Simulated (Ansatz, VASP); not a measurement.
## Cross-check of MgS (Niningerite) between VASP and Ansatz

Aim: how closely do two programs agree when they are given the same cell, functional and k mesh? The cell comes out of the VASP series on this material, whose earlier steps may have relaxed, scaled or displaced it; both programs get it as it stands.

Program: Ansatz 0.2.0. Level of theory: plane waves, with VASP 6.6.1 beside it; band structure at r2SCAN and single point at r2SCAN. Results are calculated unless marked as measured.

### Step 1. Set-up

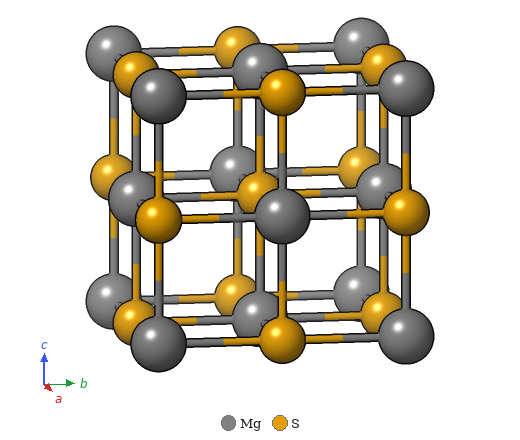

The starting structure, seen slightly off an axis (magnesium grey, sulfur orange). This picture shows the conventional cell, with its axes. Some periodic images of atoms are drawn too.

### Step 2. Ansatz: band structure, r2SCAN

Ansatz runs on its default PAW (the set named soft_2) files.

The same path points are solved in both programs, so levels can be compared one by one.

Contents of input.yaml:

```yaml
crystal:
  lattice:
    - [0.0, 2.5966906558, 2.5966906558]
    - [2.5966906558, 0.0, 2.5966906558]
    - [2.5966906558, 2.5966906558, 0.0]
  atoms:
    - { symbol: Mg, position: [0.0, 0.0, 0.0] }
    - { symbol: S, position: [0.5, 0.5, 0.5] }
hamiltonian:
  xc: r2scan
  pseudopotentials: { kind: paw }
kpoints:
  mp_grid: { grid: [6, 6, 6] }
  band_path:
    path:
      - [0.0, 0.0, 0.0]
      - [0.16667, 0.0, 0.16667]
      - [0.33333, 0.0, 0.33333]
      - [0.5, 0.0, 0.5]
      - [0.5, 0.08333, 0.58333]
      - [0.5, 0.18333, 0.68333]
      - [0.5, 0.25, 0.75]
      - [0.45, 0.3, 0.75]
      - [0.40833, 0.34167, 0.75]
      - [0.35, 0.35, 0.7]
      - [0.225, 0.225, 0.45]
      - [0.075, 0.075, 0.15]
      - [0.03333, 0.03333, 0.03333]
      - [0.23333, 0.23333, 0.23333]
      - [0.4, 0.4, 0.4]
      - [0.51667, 0.46667, 0.51667]
      - [0.55833, 0.38333, 0.55833]
      - [0.60833, 0.28333, 0.60833]
      - [0.60833, 0.25, 0.64167]
      - [0.55833, 0.25, 0.69167]
      - [0.51667, 0.25, 0.73333]
      - [0.5, 0.3, 0.7]
      - [0.5, 0.38333, 0.61667]
      - [0.5, 0.48333, 0.51667]
      - [0.475, 0.475, 0.55]
      - [0.425, 0.425, 0.65]
      - [0.38333, 0.38333, 0.73333]
      - [0.59167, 0.18333, 0.59167]
      - [0.55, 0.1, 0.55]
      - [0.5, 0.0, 0.5]
    npoints: 1
scf:
  occupations: { method: gaussian, width: 0.05 }
  n_extra_bands: 7
output:
  forces: true
  stress: true
  eigenvalues: true
```

Started as:

```console
ansatz run input.yaml --threads 2 --pin off --max-ram 4608MiB --backend cpu --events-out ev --progress --plain --runs-dir out
```

Numbers of over 12 decimals in the logs are rounded to 6 here.

What it wrote:

```text
scf.n_extra_bands = 7 over 8 filled bands (N_el = 16.0): the run solves 15 bands
Engine: ansatz 0.2.0, aarch64-unknown-linux-gnu
Pseudopotentials: kind: paw
Pseudopotential: Mg, paw, valence charge 10, recommended cutoff 500 eV (meta_gga), Mg.paw.azcp
Pseudopotential: S, paw, valence charge 6, recommended cutoff 500 eV (meta_gga), S.paw.azcp
Functional definition: r2SCAN
  parameter k0 = 0.174
  parameter k1 = 0.065
  parameter a1 = 4.9479
  exchange = r2scan_x(k0 = k0, k1 = k1, a1 = a1)
  correlation = r2scan_c
Crystal: 2 atoms, lattice volume = 35.018 Å³
Basis set: ecut = 500 eV, 893 PW (Γ), exchange–correlation on 108×108×108 points (64 copies of the dense FFT grid, shifted against one another)
Bands: 15, of which v1, the nominal top of the filled ones, is band 8 counted from 1 (7 counted from 0)
Symmetry: 48 space group operations
Space group: Fm-3m (ITA 225), of the structure as read, at distance tolerance 3.3e-5 Å
k-points: 16 of 216
Non-local potential: Mg, projectors of the file, l = 0: 3, l = 1: 2, l = 2: 1
Non-local potential: S, projectors of the file, l = 0: 2, l = 1: 2, l = 2: 2
PAW form: soft (Blöchl's): semilocal exchange-correlation on the pseudo side does not see the compensation charge
PAW frozen core: Mg, regenerated for the run's functional (the file was generated under x = pbe(κ = 0.804, μ = 0.219515), c = pbe(β = 0.066725))
PAW frozen core: S, regenerated for the run's functional (the file was generated under x = pbe(κ = 0.804, μ = 0.219515), c = pbe(β = 0.066725))
PAW one-centre angular grid: Mg, 302 points (default); XC on 224 Gauss nodes
PAW one-centre angular grid: S, 302 points (default); XC on 160 Gauss nodes
Initial density: superposition of atomic densities (neutral atoms: chi_scale 0, normalization atom), corrected by the library's trained network
Initial wavefunctions: pseudopotential atomic-orbital guess
Functional: x = r2scan, c = r2scan; τ floored in thin density (d = 2e-4 eV/Å³)
SCF iter   1: F=—  HF=-2835.526337 eV  |F-HF|=—  |Δ(HF+E_count)|=         —  Δρ=7.02e-3  dr2=6.63e-3  dr2_τ=7.61e-3  ethr=1.77e-3  ⟨swp⟩=5.5  Hψ=1415  notcnv=0  defer=7
preconditioner: auto → none  [insulator: Δε(μ)=3.407 eV  Ē_g=15.320 eV  σ=0.050 eV  W_gap=1.00  n_scr=8 (ndim 8)  ℏωp=17.7 eV  f_vac=0.000  D(μ)=0.00/eV (n_scr^D=0)  ε∞_Penn≈2.3]
SCF iter   2: F=—  HF=-2835.573532 eV  |F-HF|=—  |Δ(HF+E_count)|=   4.72e-2  Δρ=2.92e-3  dr2=2.07e-3  dr2_τ=5.11e-5  ethr=4.14e-5  ⟨swp⟩=2.0  Hψ=575  notcnv=0  defer=33
SCF iter   3: F=—  HF=-2835.573865 eV  |F-HF|=—  |Δ(HF+E_count)|=   3.32e-4  Δρ=8.10e-4  dr2=1.85e-4  dr2_τ=1.74e-5  ethr=1.30e-5  ⟨swp⟩=2.1  Hψ=284  notcnv=0  defer=33
SCF iter   4: F=—  HF=-2835.573823 eV  |F-HF|=—  |Δ(HF+E_count)|=   4.13e-5  Δρ=1.35e-4  dr2=3.53e-6  dr2_τ=5.24e-7  ethr=1.16e-6  ⟨swp⟩=2.1  Hψ=269  notcnv=0  defer=33
SCF iter   5: F=—  HF=-2835.573824 eV  |F-HF|=—  |Δ(HF+E_count)|=   7.83e-7  Δρ=1.11e-5  dr2=1.29e-8  dr2_τ=3.71e-9  ethr=2.21e-8  ⟨swp⟩=2.8  Hψ=299  notcnv=0  defer=33
SCF iter   6: F=-2835.573824 eV  HF=-2835.573824 eV  |F-HF|=6.60e-9  |Δ(HF+E_count)|=   3.04e-8  Δρ=4.59e-6  dr2=8.66e-9  dr2_τ=3.86e-10  ethr=8.07e-11  ⟨swp⟩=6.1  Hψ=1050  notcnv=0
SCF 1 converged in 6 iterations: F = -2835.573824 eV  dr2 = 8.66e-9
  greatest PAW one-centre occupation: 1.000 electrons in one spin orbital (limit 2), on the Mg atom at site 0 (counted from 0), in its partial waves of l = 0
NSCF: frozen V_eff on 30 k-points
SCF converged after 6 iterations
Free energy (F): -2835.573824 eV
Harris-Foulkes:  -2835.573824 eV  (|F-HF|=6.60e-9)
Internal energy: -2835.573824 eV  (E = F + TS)
E sigma→0 (E₀):  -2835.573824 eV
Fermi energy:    7.963427 eV
--- Per-component energies (eV) ---
  E_band       = -348.354209
  E_kinetic    = 185.064847
  E_local      = -1664.327523  (includes V_loc(G=0)·N_el)
  E_nonlocal   = 123.587865
  E_hartree    = 592.993381
  E_xc         = -120.796242
  E_vxc        = -136.348351  (∫ρ·V_xc dr)
  E_paw        = -906.226748  (= ΣΔE_a)
  E_vpaw       = -49.300661  (= ΣTr[D̂ρ^β])
  E_aug_tail   = -0.000001  (compensation charges beyond the density's cutoff)
  E_vtau       = 6.984234  (kinetic-family band-sum trace: ∫τ·v_τ [+ j·A + Jᵃ·Aᵃ] dr)
  E_ewald      = -1045.733429
  E_core_change = -0.135975  (= ΣΔE_core)
  E_smearing   = -0.000000  (= −TS)
  E_closure    = -0.000000  (closes the sum)
  Σ components = -2835.573824   (vs F -2835.573824, Δ=0.00e0)
--- Forces (eV/Å), atoms counted from 1 ---
  atom   1  Mg    -0.00000000     0.00000000     0.00000000
  atom   2  S      0.00000000     0.00000000     0.00000000
  max |Σ_I F_I| component: 1.08e-30 eV/Å
--- Stress (GPa, compression-positive) ---
        0.474974       0.000000       0.000000
        0.000000       0.474974       0.000000
        0.000000      -0.000000       0.474974
  P = ⅓ Tr σ = 0.4750 GPa (4.750 kbar)
--- Band table (eV; the first three rows and the last of 16) ---
  k-point 0: bands = [... 4 lower, -6.9923, 6.2269, 6.2269, 6.2269, 10.9149, 14.7041, 14.7041, 14.7041, ... 3 higher]
  k-point 1: bands = [... 4 lower, -6.7172, 4.6258, 6.0474, 6.0474, 11.9204, 14.5400, 14.9987, 14.9987, ... 3 higher]
  k-point 2: bands = [... 4 lower, -6.0557, 2.3472, 5.7352, 5.7352, 11.7177, 14.1563, 14.1563, 16.6153, ... 3 higher]
  k-point 15: bands = [... 4 lower, -5.2190, 2.3866, 3.5854, 4.0031, 11.3178, 13.0041, 16.1604, 16.8187, ... 3 higher]
```

Wall time 2.6 s (2 threads of Arm Neoverse N1, shared host); peak memory 0.34 GiB; 4.7 s of CPU time.

### Step 3. VASP: band structure, r2SCAN

The same cell, functional, mesh and smearing now go to VASP, with its own data sets and cutoff.

Lines of VASP's logs that name or quote its potential files are left out, and so is its time.

Contents of INCAR:

```
SYSTEM = MgS
PREC = Accurate
ENCUT = 400
EDIFF = 1E-06
NELM = 100
ISMEAR = 0
SIGMA = 0.05
LREAL = .FALSE.
ALGO = Normal
METAGGA = R2SCAN
LASPH = .TRUE.
NBANDS = 16
LORBIT = 11
LWAVE = .FALSE.
LCHARG = .FALSE.
KPAR = 2
```

Contents of POSCAR:

```
MgS
1.0
    0.0000000000      2.5966906558      2.5966906558
    2.5966906558      0.0000000000      2.5966906558
    2.5966906558      2.5966906558      0.0000000000
Mg S
1 1
Direct
    0.0000000000      0.0000000000      0.0000000000
    0.5000000000      0.5000000000      0.5000000000
```

Contents of KPOINTS:

```
Automatic mesh
0
Gamma
6 6 6
0 0 0
```

Contents of KPOINTS_OPT:

```
Line mode
16
Line-mode
Reciprocal
  0.00000000   0.00000000   0.00000000 GAMMA
  0.50000000   0.00000000   0.50000000 X

  0.50000000   0.00000000   0.50000000 X
  0.50000000   0.25000000   0.75000000 W

  0.50000000   0.25000000   0.75000000 W
  0.37500000   0.37500000   0.75000000 K

  0.37500000   0.37500000   0.75000000 K
  0.00000000   0.00000000   0.00000000 GAMMA

  0.00000000   0.00000000   0.00000000 GAMMA
  0.50000000   0.50000000   0.50000000 L

  0.50000000   0.50000000   0.50000000 L
  0.62500000   0.25000000   0.62500000 U

  0.62500000   0.25000000   0.62500000 U
  0.50000000   0.25000000   0.75000000 W

  0.50000000   0.25000000   0.75000000 W
  0.50000000   0.50000000   0.50000000 L

  0.50000000   0.50000000   0.50000000 L
  0.37500000   0.37500000   0.75000000 K

  0.62500000   0.25000000   0.62500000 U
  0.50000000   0.00000000   0.50000000 X
```

The projector-augmented-wave data sets are Mg and S (PBE family, release 64).

Started as:

```console
mpirun -np 2 vasp_std
```

What it wrote:

```text
[banner, memory and clock lines left out]
running    2 mpi-ranks, on    1 nodes
 distrk:  each k-point on    1 cores,    2 groups
 distr:  one band on    1 cores,    1 groups

 POSCAR found type information on POSCAR MgS
 POSCAR found :  2 types and       2 ions
|                                                                             |
|               ----> ADVICE to this user running VASP <----                  |
|                                                                             |
|     You enforced a specific xc type in the INCAR file but a different       |
|     [... a line on the potential file left out ...]
|     I HOPE YOU KNOW WHAT YOU ARE DOING!                                     |
|                                                                             |

 LDA part: xc-table for (None), standard interpolation
 POSCAR, INCAR and KPOINTS ok, starting setup
 FFT: planning ... GRIDC
 FFT: planning ... GRID_SOFT
 FFT: planning ... GRID
 WAVECAR not read
 entering main loop
       N       E                     dE             d eps       ncg     rms          rms(c)
DAV:   1     0.717296500774E+01    0.71730E+01   -0.30556E+03   560   0.337E+02
DAV:   2    -0.162659797865E+02   -0.23439E+02   -0.22352E+02   704   0.774E+01
DAV:   3    -0.170923856203E+02   -0.82641E+00   -0.82571E+00   616   0.135E+01
DAV:   4    -0.170960961948E+02   -0.37106E-02   -0.37105E-02   672   0.106E+00
DAV:   5    -0.170961285995E+02   -0.32405E-04   -0.32404E-04   608   0.945E-02    0.463E+00
DAV:   6    -0.155173792766E+02    0.15787E+01   -0.73221E-01   608   0.366E+00    0.464E+00
DAV:   7    -0.155047095216E+02    0.12670E-01   -0.17318E-01   672   0.163E+00    0.255E+00
DAV:   8    -0.155077223784E+02   -0.30129E-02   -0.55189E-03   616   0.399E-01    0.333E-01
DAV:   9    -0.155077957055E+02   -0.73327E-04   -0.36176E-04   656   0.961E-02    0.168E-01
DAV:  10    -0.155078243664E+02   -0.28661E-04   -0.28103E-05   640   0.279E-02    0.897E-02
DAV:  11    -0.155078337647E+02   -0.93983E-05   -0.10816E-05   656   0.120E-02    0.443E-03
DAV:  12    -0.155078329339E+02    0.83077E-06   -0.38809E-07   392   0.317E-03
   1 F= -.15507833E+02 E0= -.15507833E+02  d E =-.724602E-14
 Start KPOINTS_OPT (optional k-point list driver)
k-point batch [1-16\160]
       N       E                     dE             ncg
DAV:   1     0.321152359256E+03   -0.20335E+04      544
DAV:   2    -0.624512077675E+02   -0.38360E+03      640
DAV:   3    -0.778730846601E+02   -0.15422E+02      656
DAV:   4    -0.779407939570E+02   -0.67709E-01      656
DAV:   5    -0.779413401108E+02   -0.54615E-03      648
DAV:   6    -0.779413459100E+02   -0.57992E-05      648
DAV:   7    -0.779413459749E+02   -0.64829E-07      520
[...]
k-point batch [145-160\160]
       N       E                     dE             ncg
DAV:   1     0.197853575250E+03   -0.42409E+04      552
DAV:   2    -0.161903218838E+03   -0.35976E+03      704
DAV:   3    -0.172752630001E+03   -0.10849E+02      640
DAV:   4    -0.172809572260E+03   -0.56942E-01      656
DAV:   5    -0.172810173498E+03   -0.60124E-03      680
DAV:   6    -0.172810181125E+03   -0.76274E-05      648
DAV:   7    -0.172810181219E+03   -0.94342E-07      552
```

Parts of OUTCAR (step 3):

```text
ion  position               nearest neighbor table
   1  0.000  0.000  0.000-   2 2.60   2 2.60   2 2.60   2 2.60   2 2.60   2 2.60
   2  0.500  0.500  0.500-   1 2.60   1 2.60   1 2.60   1 2.60   1 2.60   1 2.60

  LATTYP: Found a face centered cubic cell.
 ALAT       =     5.1933813116

 Subroutine GETGRP returns: Found 48 space group operations
 (whereof 48 operations were pure point group operations)

The static configuration has the point symmetry O_h .

 Found     16 irreducible k-points:

   k-points           NKPTS =     16   k-points in BZ     NKDIM =     16   number of bands    NBANDS=     16

   dimension x,y,z NGX =    24 NGY =   24 NGZ =   24
   dimension x,y,z NGXF=    48 NGYF=   48 NGZF=   48

   ENCUT  =  400.0 eV  29.40 Ry    5.42 a.u.   5.99  5.99  5.99*2*pi/ulx,y,z

   NELECT =       8.0000    total number of electrons

 k-points in reciprocal lattice and weights: Automatic mesh
   0.00000000  0.00000000  0.00000000       0.005
   0.16666667  0.00000000  0.00000000       0.037
   0.33333333  0.00000000  0.00000000       0.037
   0.50000000  0.00000000  0.00000000       0.019
   0.16666667  0.16666667  0.00000000       0.028
   0.33333333  0.16666667  0.00000000       0.111
   0.50000000  0.16666667  0.00000000       0.111
  -0.33333333  0.16666667  0.00000000       0.111
  -0.16666667  0.16666667  0.00000000       0.056
[...]
-0.33333333  0.33333333  0.16666667       0.111
  -0.33333333  0.50000000  0.16666667       0.056

 average (electrostatic) potential at core
       1 -40.2195       2 -88.9815

 E-fermi :   3.7944

 k-point     1 :       0.0000    0.0000    0.0000
  band No.  band energies     occupation
      1      -9.6702      2.00000
      2       3.5458      2.00000
      3       3.5458      2.00000
      4       3.5458      2.00000
      5       8.2094      0.00000
      6      12.0715      0.00000
      7      12.0715      0.00000
      8      12.0715      0.00000
      9      14.4926      0.00000
    ...

 k-point     2 :       0.1667    0.0000    0.0000
  band No.  band energies     occupation
      1      -9.3970      2.00000
      2       1.9423      2.00000
      3       3.3672      2.00000
      4       3.3672      2.00000
      5       9.2237      0.00000
      6      11.8855      0.00000
      7      12.3617      0.00000
      8      12.3618      0.00000
      9      13.8527      0.00000
    ...

 k-point     3 :       0.3333    0.0000    0.0000
  band No.  band energies     occupation
      1      -8.7399      2.00000
      2      -0.3364      2.00000
      3       3.0565      2.00000
      4       3.0565      2.00000
      5       9.0381      0.00000
      6      11.4936      0.00000
      7      11.4936      0.00000
      8      13.9225      0.00000
      9      15.8017      0.00000
    ...

  Total        0.0026615      0.0026615      0.0026615      0.0000000      0.0000000      0.0000000
  in kB        0.1217707      0.1217707      0.1217707      0.0000000      0.0000000      0.0000000
  external PRESSURE =       0.1217707 kB  Pullay stress =       0.0000000 kB

  energy-cutoff  :      400.00
  volume of cell :       35.02
      direct lattice vectors                 reciprocal lattice vectors
     0.000000000  2.596690656  2.596690656    -0.192552778  0.192552778  0.192552778
     2.596690656  0.000000000  2.596690656     0.192552778 -0.192552778  0.192552778
     2.596690656  2.596690656  0.000000000     0.192552778  0.192552778 -0.192552778

 POSITION                                       TOTAL-FORCE (eV/Angst)
 -----------------------------------------------------------------------------------
      0.00000      0.00000      0.00000         0.000000      0.000000      0.000000
      2.59669      2.59669      2.59669        -0.000000     -0.000000     -0.000000
 -----------------------------------------------------------------------------------
    total drift:                               -0.000000     -0.000000      0.000000

  FREE ENERGIE OF THE ION-ELECTRON SYSTEM (eV)
  ---------------------------------------------------
  free  energy   TOTEN  =       -15.5078329339 eV

  energy  without entropy=      -15.5078329339  energy(sigma->0) =      -15.50783293

 total charge
# of ion       s       p       d       tot
------------------------------------------
    1        0.125   0.124   0.038   0.287
    2        1.301   2.543   0.000   3.844
--------------------------------------------------
tot          1.426   2.668   0.038   4.131

[... 3 further parts left out ...]
```

The run ends at a pressure of 0.01 GPa.

### Step 4. Differences

Known differences besides the PAW data sets themselves: VASP keeps PBE cores, Ansatz makes them for the functional; the data sets hold 16 valence electrons in Ansatz (default PAW (the set named soft_2) files) and 8 in VASP; the cutoff is 500 eV in Ansatz and 400 eV in VASP. Total energies have different zeros and are not compared.

The two programs side by side:

| quantity | Ansatz | VASP | difference |
| --- | --- | --- | --- |
| pressure (GPa) | 0.47 | 0.01 | +0.46 |
| gap over the path points (eV) | 3.473 | 3.445 | +0.029 |

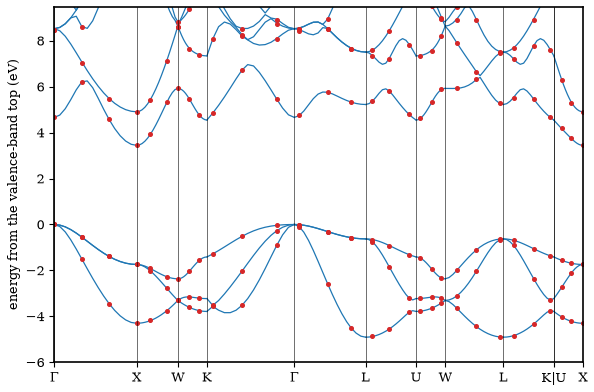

Bands from VASP (lines) and levels from Ansatz (dots). Dots without a line are higher empty bands that the VASP plot leaves out.

Levels at points of the path, from each program's valence-band top (eV; 3 filled, then empty):

| k (reciprocal lattice) | Ansatz | VASP |
| --- | --- | --- |
| 0.000 0.000 0.000 | 0.00 0.00 0.00 4.69 8.48 8.48 | 0.00 0.00 0.00 4.66 8.53 8.53 |
| 0.167 0.000 0.167 | -1.50 -0.55 -0.55 6.22 7.05 8.61 | -1.50 -0.55 -0.55 6.21 7.08 8.62 |
| 0.333 0.000 0.333 | -3.45 -1.39 -1.39 4.59 5.46 10.78 | -3.45 -1.39 -1.39 4.57 5.48 10.77 |
| 0.500 0.000 0.500 | -4.30 -1.74 -1.74 3.47 4.89 13.21 | -4.30 -1.74 -1.74 3.44 4.91 13.20 |
| 0.500 0.083 0.583 | -4.18 -2.02 -1.92 3.95 5.42 11.87 | -4.19 -2.02 -1.92 3.93 5.44 11.93 |
| 0.500 0.183 0.683 | -3.75 -2.78 -2.27 5.34 7.12 9.59 | -3.75 -2.78 -2.27 5.32 7.14 9.61 |
| 0.500 0.250 0.750 | -3.30 -3.30 -2.36 5.94 8.60 8.60 | -3.31 -3.31 -2.37 5.92 8.64 8.64 |
| 0.450 0.300 0.750 | -3.61 -3.15 -2.03 5.47 7.64 9.37 | -3.61 -3.16 -2.03 5.45 7.67 9.38 |
| 0.408 0.342 0.750 | -3.75 -3.20 -1.57 4.79 7.37 10.11 | -3.75 -3.21 -1.57 4.77 7.39 10.13 |
| 0.350 0.350 0.700 | -3.56 -3.52 -1.28 4.87 8.06 9.90 | -3.57 -3.52 -1.28 4.85 8.08 9.93 |

Among the levels compared (up to four filled and three empty ones at each point), filled levels agree within 5 meV and empty ones within 83 meV.

### Step 5. Further runs

An all-electron run, which needs no data sets, serves as referee.

| run | difference in gap over the path points (eV) |
| --- | --- |
| as above | 0.029 |
| Ansatz's all-electron LAPW method | 0.030 |

### Step 6. Ansatz: single point, r2SCAN

A single point gives forces, pressure and levels at one fixed geometry, so differences don't come from the geometry; what else differs is listed under the comparison. The cell compared in this pair holds 33.62 Å³, against 35.02 Å³ for the pair before.

The cell is a member of a volume series, scaled by 0.96 from a relaxed one, so a pressure remains.

input.yaml, the sections that differ from step 2:

```yaml
crystal:
  lattice:
    - [0.0, 2.5615959395, 2.5615959395]
    - [2.5615959395, 0.0, 2.5615959395]
    - [2.5615959395, 2.5615959395, 0.0]
  atoms:
    - { symbol: Mg, position: [0.0, 0.0, 0.0] }
    - { symbol: S, position: [0.5, 0.5, 0.5] }
kpoints:
  mp_grid: { grid: [6, 6, 6] }
scf:
  occupations: { method: gaussian, width: 0.05 }
  n_extra_bands: 4
# hamiltonian, output: as in step 2
```

Started as:

```console
ansatz run input.yaml --threads 2 --pin off --max-ram 4608MiB --backend cpu --events-out ev --progress --plain --runs-dir out
```

What it wrote:

```text
[...]
Crystal: 2 atoms, lattice volume = 33.617 Å³
Basis set: ecut = 500 eV, 869 PW (Γ), exchange–correlation on 108×108×108 points (64 copies of the dense FFT grid, shifted against one another)
Bands: 12, of which v1, the nominal top of the filled ones, is band 8 counted from 1 (7 counted from 0)
Symmetry: 48 space group operations
[...]
k-points: 16 of 216
[...]
--- Band table (eV; the first three rows and the last of 16) ---
  k-point 0: bands = [... 4 lower, -6.7551, 6.7121, 6.7121, 6.7121, 11.7547, 15.1544, 15.1544, 15.1544]
  k-point 1: bands = [... 4 lower, -6.4613, 5.0563, 6.5170, 6.5170, 12.6774, 15.1133, 15.4877, 15.4877]
  k-point 2: bands = [... 4 lower, -5.7481, 2.6667, 6.1799, 6.1799, 12.2874, 14.6833, 14.6833, 17.5060]
  k-point 15: bands = [... 4 lower, -4.8342, 2.6658, 3.9188, 4.3731, 11.9330, 13.4555, 16.8304, 17.4714]
[key lines of the parts left out:]
SCF converged after 6 iterations
Free energy (F): -2835.554372 eV
Fermi energy:    8.491040 eV
P = ⅓ Tr σ = 4.0952 GPa (40.952 kbar)
```

Run time: 1.8 s. Hardware: 2 threads; peak memory 0.34 GiB; 3 s of CPU time.

The run ends at a pressure of 4.10 GPa.

(Part 1 of 2 ends here.)

[Lines on the potential files, build, host, timing and source positions are cut from VASP's logs without a mark.]

[Logs are printed without paths, hosts, clocks, repeated set-up lines and the standing remarks that a program may print on its own settings, such as how far it seeks lower states.]

[Hosts, paths, dates, database ids (printed as entryN), source tags and the programs' standing remarks are cut or masked in the printed files.]
